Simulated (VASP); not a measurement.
Consider the following.

```xyz
2
Lattice="0.0000 2.1805 2.1805 2.1805 0.0000 2.1805 2.1805 2.1805 0.0000" Properties=species:S:1:pos:R:3 pbc="T T T"
Ti     0.0000     0.0000     0.0000
C      2.1805     2.1805     2.1805
```

All values below come from RPBE GGA, VASP's PBE PAW potentials (set 64) (plane waves; VASP). Settings: 520 eV cut-off, 16×16×16 Γ-centred mesh, tetrahedra with Blöchl corrections, potentials Ti_sv C.

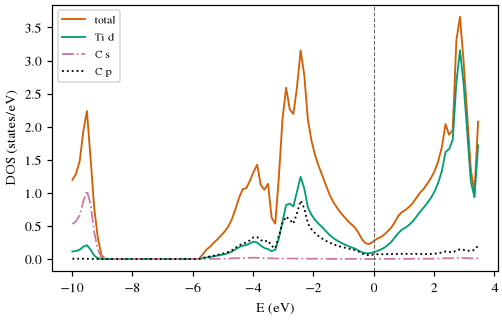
Figure. Total and projected density of states, zero at the Fermi level

Within 2 eV below the Fermi level the largest weight inside VASP's projection spheres is Ti d, then C p.

It has no gap at this level: it comes out as a metal or semimetal.

The compound is TiC in the rock salt structure. It was relaxed first.
